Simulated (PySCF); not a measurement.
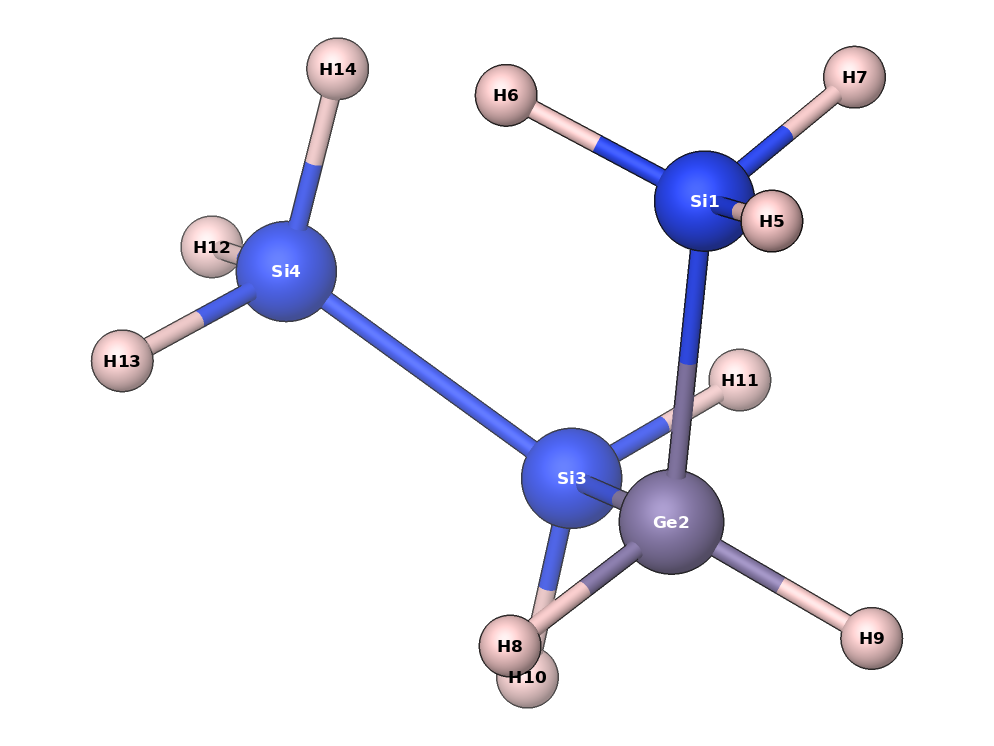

Si3 lies behind Ge2. The molecule seen a little off the Ge2–Si3 bond, Ge2 in front. Atoms fade into the background with distance from the viewer. The geometry was computed by an optimisation with PBE0-D3(BJ)/def2-SVP. No frequency run is at hand to confirm it as a minimum.

### What is the torsion angle Si1–Ge2–Si3–Si4? The sign is positive where the front bond must turn clockwise to cover the back bond.

−52°, synclinal (gauche). The bonds about Ge2–Si3 are staggered.
